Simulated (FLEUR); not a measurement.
Converging the basis cutoff: MoS2 (R3m, 3 atoms in the cell)

```
MoS2
1.0
    1.60011     0.92382     6.51451
   -1.60011     0.92382     6.51451
    0.00000    -1.84765     6.51451
Mo S
1 2
Direct
  0.00234   0.00234   0.00234
  0.41294   0.41294   0.41294
  0.25330   0.25330   0.25330
```

Method: PBE, all-electron FLAPW (FLEUR), scalar-relativistic valence run with FLEUR.

Base settings: Kmax = 4 1/bohr; GmaxXC = 16 1/bohr; xcFunctional = pbe; jspins = 1; l_soc = F; mode = hist; fermiSmearingEnergy = 0.00036749 Htr; mesh (inpgen div1-3) = 3 3 3; inpgen gamma flag = false; Gmax = 16 1/bohr.

Moved along: Gmax, GmaxXC.

The second cell is the first with its lattice scaled by 0.98.

The mesh stays at the base's, so the ladder's end is converged at best in this setting alone.

Only quantities that move along the ladder and can be compared are tabulated; the gap is left out on so coarse a mesh.

Core times come from one kind of shared machine, to one figure; runs under 30 s give none.

The starting cell comes from a database of computed structures (which also holds hypothetical and non-ambient phases and stackings), without a prior relaxation at this level. Its lattice was rescaled by up to half a per cent. One atom was moved a little off its site on purpose. Values depend on the basis (sphere radii, cutoffs, local orbitals), which need not be converged. In the base run, forces exceed 1 eV/Å.

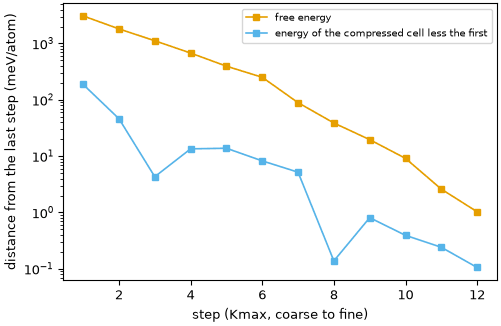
Figure. Distance from the last step along the ladder; very small values are drawn at a floor.

```csv
Kmax,free energy less the last step's (meV/atom),energy of the compressed cell less the first (meV/atom),largest difference of a force vector from the last step's (eV/Å),core time / last (rough)
2.37 1/bohr,3086.11,-160.31,2.318,0.1
2.53 1/bohr,1815.37,73.27,0.876,0.1
2.68 1/bohr,1117.45,22.81,0.327,0.2
2.83 1/bohr,676.57,40.58,0.169,0.2
2.97 1/bohr,395.33,13.32,0.069,0.2
3.1 1/bohr,251.14,18.89,0.046,0.2
3.35 1/bohr,88.99,32.31,0.003,0.2
3.58 1/bohr,38.77,27.26,0.014,0.2
3.79 1/bohr,19.64,26.31,0.014,0.3
4 1/bohr,9.13,27.51,0.005,0.4
4.38 1/bohr,2.60,27.36,0.001,0.5
4.65 1/bohr,1.03,27.23,0.001,0.6
5.29 1/bohr,0.00,27.12,0.000,1
```

Coarsest Kmax that holds the forces within 0.01 eV/Å of the last step, with all finer ones: 4 1/bohr, at about 0.4 of the last step's time; the step before is off by 0.014 eV/Å.

Coarsest Kmax that holds the energy of the compressed cell less the first within 0.5 meV/atom of the last step, with all finer ones: 4 1/bohr, at about 0.4 of the last step's time; the step before is off by 0.81 meV/atom.

State of the free energy at the end of the ladder: still drifting one way, by 2.6 meV/atom over the last two steps, so the last step is no safe reference.
